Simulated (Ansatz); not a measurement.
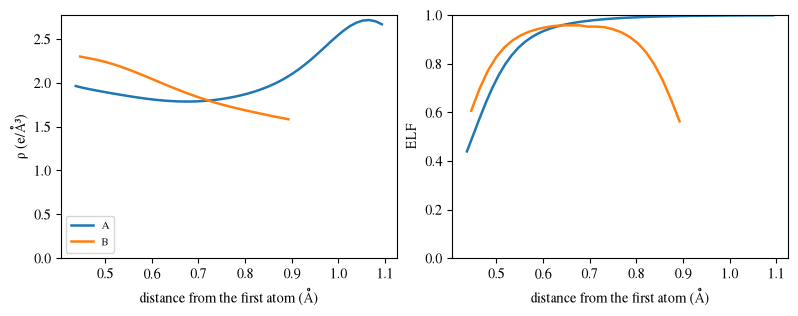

The picture shows: CH2B (charge −1). Electron density and ELF along straight lines between neighbouring atoms. The curves leave out the atomic cores.

Geometry: PBE0-D4/def2-TZVPD; the highest occupied orbital lies above zero, a sign that basis and functional describe the outermost electron poorly.

Theory: RKS PBE0-D4/def2-TZVPPD in Ansatz.

### Which curve belongs to which contact (C–B and C–H)? The first atom named is at distance zero.

Curve A: C–H (1.09 Å): ρ is about 1.9 e/Å³ halfway; the ELF climbs to about 1 towards the hydrogen, as it does in any bond to H (an ordinary covalent bond to hydrogen). Curve B: C–B (1.43 Å): ρ is about 1.8 e/Å³ halfway; the ELF peaks at about 0.95 between the atoms; localised, covalent bonding.
